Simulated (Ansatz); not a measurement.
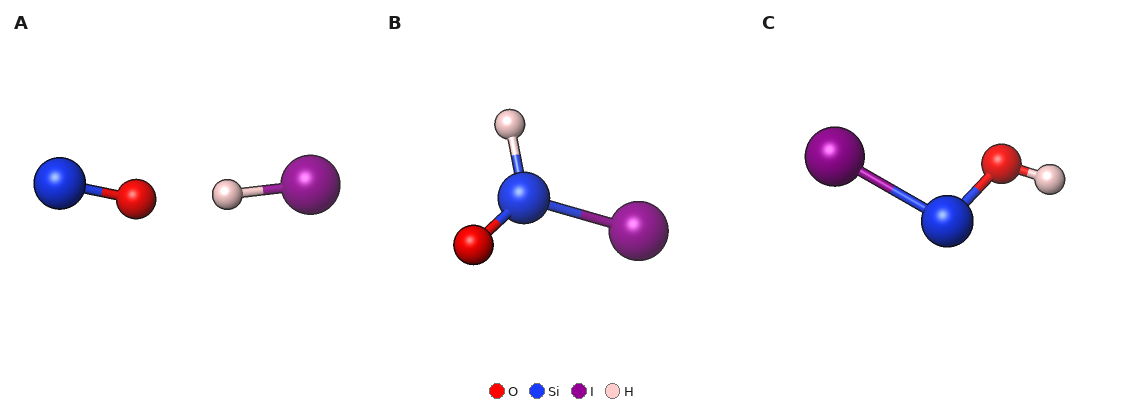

3 stationary structures of one formula. Geometries: PBE-D4/def2-SVP. Electronic energies: PBE-D4/def2-SVP (Ansatz 0.2.0), without zero-point energy. No frequency run is at hand to confirm each as a minimum.

> Rank them by energy, lowest first.

C is lowest (Cs); B lies 53.0 kJ/mol above it (Cs), A lies 124.5 kJ/mol above it.
